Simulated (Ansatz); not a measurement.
## Converging the k-point mesh: BePd (P4mm, 2 atoms in the cell)

```
CELL_PARAMETERS angstrom
      2.80321     0.00000     0.00000
      0.00000     2.80321     0.00000
      0.00000     0.00000     2.80321
ATOMIC_POSITIONS crystal
  Be 0.00000 0.00000 0.01784
  Pd 0.50000 0.50000 0.50000
```

Computed with PBEsol, default PAW files made with PBE (plane waves; Ansatz, an electronic-structure program).

Base settings: basis.ecutwfc = 420 eV; kpoints.mp_grid.grid = 12 12 12; hamiltonian.xc = pbesol; hamiltonian.pseudopotentials = {kind: paw} (the program's default PAW files); scf.occupations.method = fermi_dirac; scf.occupations.width = 0.1 eV.

The second cell is the first with its lattice scaled by 0.98.

Only quantities that move along the ladder and can be compared are tabulated.

The count of work is k-points × plane waves × bands × iterations; it is no time. Core times come from one kind of shared machine, to one figure; runs under 30 s give none.

The starting cell comes from a database of computed structures (which also holds hypothetical and non-ambient phases and stackings), without a prior relaxation at this level. Its lattice was rescaled by up to half a per cent. One atom was moved a little off its site on purpose. Spin polarisation is off. Ansatz's pressure includes its estimate of the finite-basis (Pulay) stress.

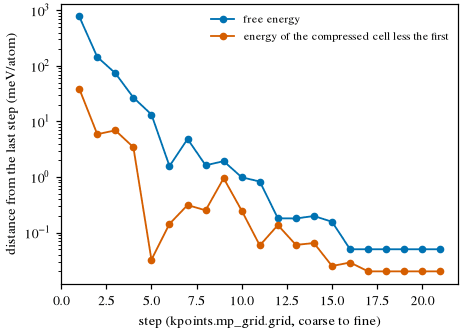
Distance from the last step along the ladder; very small values are drawn at a floor.

```tsv
kpoints.mp_grid.grid	free energy less the last step's (meV/atom)	energy of the compressed cell less the first (meV/atom)	pressure (GPa)	largest difference of a force vector from the last step's (eV/Å)	count of work / last	core time / last (rough)
2 2 2	778.49	60.47	8.69	0.143	0.0024	–
3 3 3	-145.30	15.42	-2.35	0.067	0.0014	–
4 4 4	74.06	28.23	0.78	0.014	0.0043	–
5 5 5	-26.99	17.88	-1.71	0.005	0.0043	–
6 6 6	13.36	21.35	-0.77	0.001	0.0095	–
7 7 7	-1.57	21.46	-0.84	0.000	0.0095	–
8 8 8	-4.84	21.01	-0.96	0.002	0.018	–
9 9 9	1.63	21.07	-0.92	0.003	0.018	–
10 10 10	-1.93	22.27	-0.66	0.001	0.030	–
11 11 11	0.99	21.07	-0.91	0.001	0.030	–
12 12 12	0.83	21.38	-0.83	0.000	0.047	–
14 14 14	-0.18	21.18	-0.90	0.000	0.069	–
15 15 15	0.18	21.26	-0.87	0.000	0.069	–
17 17 17	-0.20	21.26	-0.88	0.000	0.096	–
19 19 19	-0.16	21.35	-0.86	0.000	0.13	–
21 21 21	-0.04	21.35	-0.86	0.000	0.17	–
23 23 23	0.00	21.33	-0.86	0.000	0.22	0.3
25 25 25	0.01	21.32	-0.86	0.000	0.28	–
28 28 28	0.00	21.33	-0.86	0.000	0.43	0.3
31 31 31	-0.01	21.32	-0.86	0.000	0.52	0.4
34 34 34	0.00	21.33	-0.86	0.000	0.73	0.6
38 38 38	0.00	21.32	-0.86	0.000	1.0	1
```

Coarsest kpoints.mp_grid.grid that holds the energy of the compressed cell less the first within 0.2 meV/atom of the last step, with all finer ones: 12 12 12, at 0.047 of the last step's count of work; the step before is off by 0.25 meV/atom.

Coarsest kpoints.mp_grid.grid that holds the free energy within 0.5 meV/atom of the last step, with all finer ones: 14 14 14, at 0.069 of the last step's count of work; the step before is off by 0.83 meV/atom.

Coarsest kpoints.mp_grid.grid that holds the forces within 0.01 eV/Å of the last step, with all finer ones: 5 5 5, at 0.0043 of the last step's count of work; the step before is off by 0.014 eV/Å.

The energy difference between the two cells stays within 1 meV/atom of the last step's from 6 6 6 on, the total only from 11 11 11 on: much of the error is common to both cells and cancels.

Keys are those of Ansatz 0.2.
